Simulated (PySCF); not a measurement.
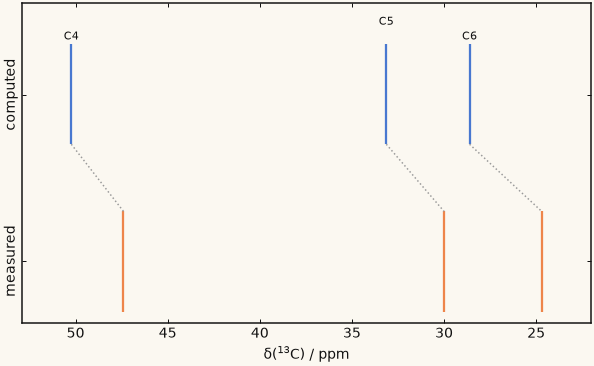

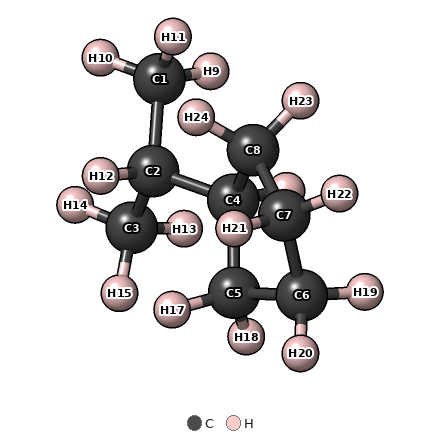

¹³C shifts of C₈H₁₆, SMILES CC(C)C1CCCC1 against TMS: GIAO PBE0/aug-cc-pVDZ (PySCF 2.14.0) for one gas-phase conformer (PBE0-D3(BJ)/def2-SVP, like atoms averaged; labels name one atom of each set) above, published measurements (solution) below; dotted lines join the same nuclei. Only nuclei with a measured value are shown, one named for each set of like atoms.

Is the order of the signals reproduced?

Answer. Yes, no dotted lines cross.

Give the values.

Answer.
```tsv
nucleus	computed	measured
C4	50.2	47.4
C5	33.1	30.0
C6	28.6	24.7
```
